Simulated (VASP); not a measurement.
Band structure of Ho (hcp). Computed with PBEsol GGA, VASP's PBE PAW potentials (set 64) (plane waves; VASP).

The 4f electrons are frozen in the core of the lanthanide potential, so 4f levels, which can set the real gap, and their magnetism are missing.

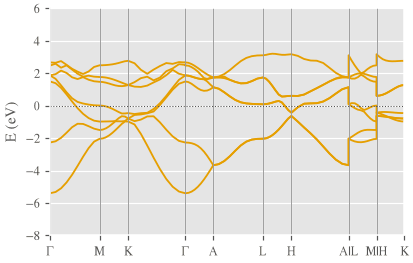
Bands along high-symmetry lines, zero at the valence-band maximum or, without a gap, the Fermi level

Read the plot: is there a gap, and where are the band edges?

It has no gap at this level: it comes out as a metal or semimetal. (Edges off the drawn lines would not show.)

The compound is Ho in the hcp structure. It was relaxed first.
